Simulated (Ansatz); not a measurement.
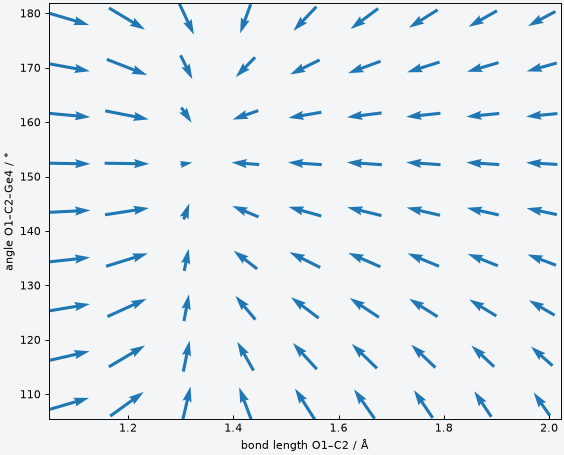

CH3GeNO, SMILES O[C]1=[N][GeH2]1. 
- Coordinates scanned: (1) bond length O1–C2; (2) angle O1–C2–Ge4.
- Nothing is relaxed (all other coordinates rigid).
- The scan uses a 9 × 9 grid.
- Points are written as (first, second).
- The reference is spin-restricted, which grows unreliable where a bond is stretched far.
- Level of theory: RKS PBE0-D4/def2-TZVP in Ansatz 0.2.0.

The picture shows arrows along the force (downhill), their lengths compressed.

Q: The arrows alone are given. Where is the energy lowest?

A: The arrows converge at about (1.323 Å, 153°) (read from the interpolated surface).

The energy map of the same scan:

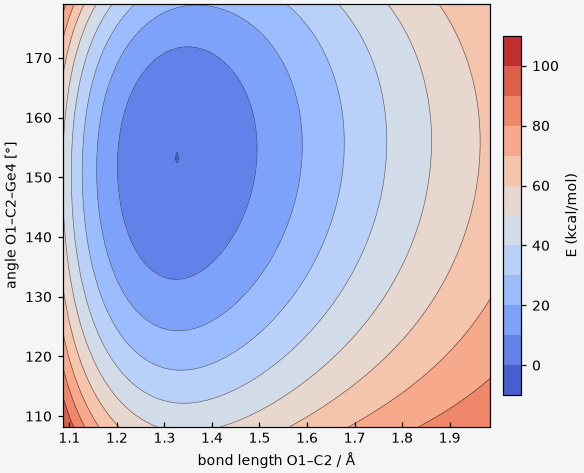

Energies are in kcal/mol, from the relaxed molecule at the same level; between grid points the surface is interpolated.
